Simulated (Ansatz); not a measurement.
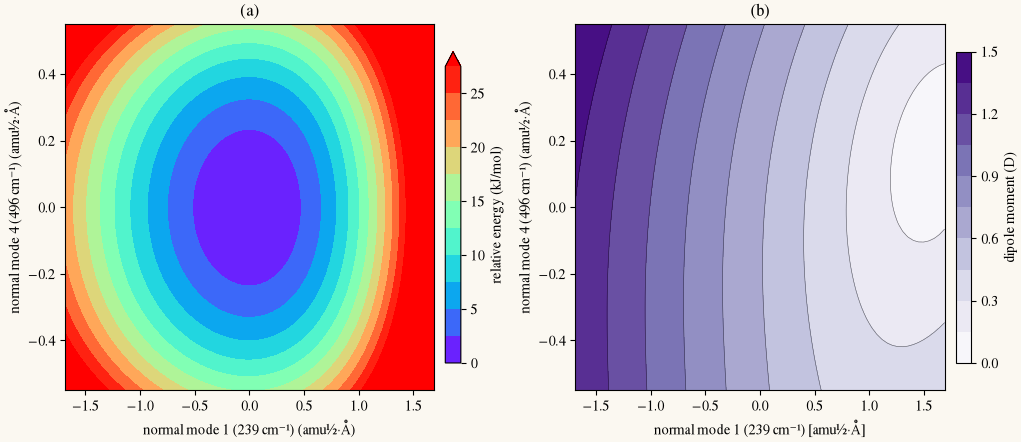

H₂TeZn, SMILES [ZnH][TeH]. 
- First axis: normal mode 1 (239 cm⁻¹). Second axis: normal mode 4 (496 cm⁻¹).
- Nothing is relaxed (straight displacements along the two mass-weighted modes).
- The scan uses a 15 × 15 grid.
- Energies: kJ/mol, counted from the lowest grid point.
- The calculation used RKS PBE0-D4/def2-TZVP in Ansatz.

Panel (a) is the energy; panel (b) is the computed dipole moment, in D.

Drawn: filled contours, one colour for all values above the top of the scale. Between grid points the surface is interpolated.

**How does the dipole moment vary over the map, and what is it at the lowest grid point?**

Leaving out the highest fifth of the energies, it runs from 0.14 D at normal mode 1 (239 cm⁻¹) = 1.207 amu½·Å, normal mode 4 (496 cm⁻¹) = 0.079 amu½·Å to 1.42 D at normal mode 1 (239 cm⁻¹) = −1.690 amu½·Å, normal mode 4 (496 cm⁻¹) = 0.314 amu½·Å. At the lowest grid point, normal mode 1 (239 cm⁻¹) = 0.000 amu½·Å, normal mode 4 (496 cm⁻¹) = 0.000 amu½·Å, it is 0.62 D.
